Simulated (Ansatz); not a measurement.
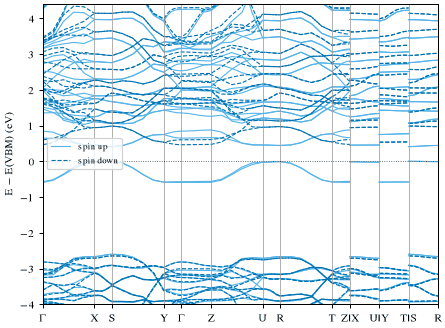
Fig. 1. Band structure from PBE+D3(BJ) in the plane-wave PAW code Ansatz

Problem. Read off the gap and where the band edges lie.

Solution. About 0.4 eV (0.41 eV by a search for the band edges); maximum at S, minimum at S.

The material is CsV2O5 in space group Pmmn (No. 59; Pearson symbol oP16).

A made-up cell: these elements were put on the sites of a structure type; neither database checked (COD, Materials Project) lists it. COD files the formula under space group No. 14. Whether it is the stable phase at ambient conditions was not checked. Symmetry was held in the PBE+D3(BJ) relaxation; its stability against distortions is not shown here. The final state is ferromagnetic, chosen from 3 collinear starts compared on coarse meshes (ties went to the first, and starts can fall back to one state), not a proven ground state. No Hubbard U is applied. Spin–orbit coupling is left out wherever it is not named.

Potentials: the later of the program's two PAW sets.
